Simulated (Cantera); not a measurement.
Feed: 1 mol Si, 0.041 mol N2O, 8.6 mol N2, held at 0.510 bar.

Method: chemical equilibrium by Gibbs-energy minimisation in Cantera with the NASA 1993 tables (ideal gas, pure condensed phases). Candidate condensed phases: Si, SiO2, Si2N2O, Si3N4; 16 gas species. Mutual solubility and eutectic melting of coexisting phases are not modelled. The tables' values for SiN are old estimates; treat these amounts as uncertain. The numbers say what is thermodynamically allowed, not how fast it happens.

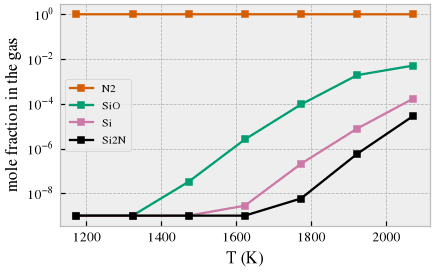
Figure: Equilibrium gas composition (values under 1e-9 drawn at 1e-9)

From 1173 K to 1923 K the condensed part is Si2N2O(s) + Si3N4(s). At 2073 K the condensed part is Si3N4(s).
